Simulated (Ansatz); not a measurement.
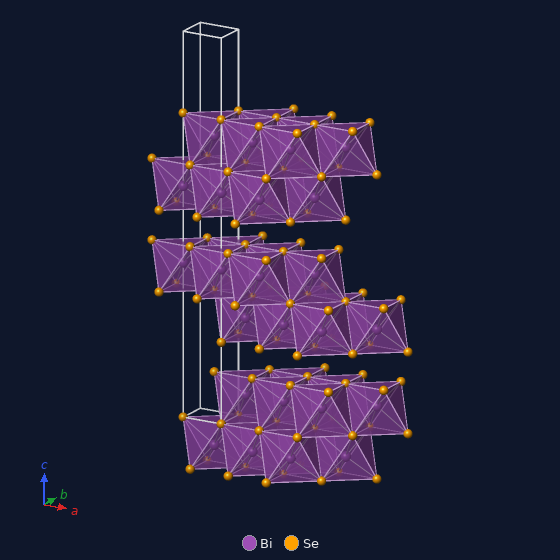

Polyhedra are drawn about Bi (bonds: Bi–Se below 3.5 Å); other atoms are plain spheres.

Bi₂Se₃ (space group R-3m, No. 166): a calculation's input that goes back to an entry of the Crystallography Open Database (an earlier step may have relaxed or displaced it).

**What figure surrounds each Bi atom, and what does it share with the other drawn polyhedra?**

Bi: BiSe6 octahedron, sharing edges with nine neighbours and corners with three neighbours.

**What is the connectivity of the polyhedra: isolated, groups, chains, layers or framework?**

They form layers of corner- and edge-sharing octahedra parallel to (001).

**How far apart are the centres of linked polyhedra?**

Centre to centre across a shared edge: 4.14 to 4.54 Å; across a shared corner: 6.15 Å.
